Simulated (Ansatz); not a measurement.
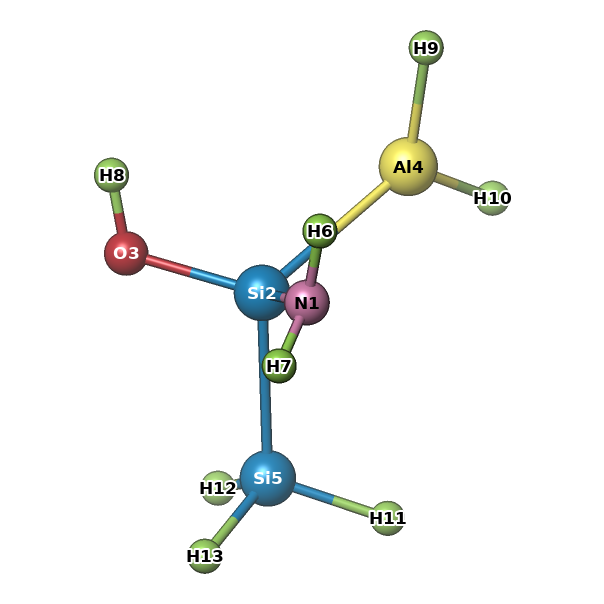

Si2 lies behind N1. The molecule seen a little off the N1–Si2 bond, N1 in front. Distant atoms are faded towards the background colour. The computed structure is the end point of a PBE-D4/def2-SVP optimisation. No frequency run is at hand to confirm it as a minimum.

Q: What is the torsion angle H6–N1–Si2–Si5? The sign is positive where the front bond must turn clockwise to cover the back bond.

A: 173°, antiperiplanar (anti).
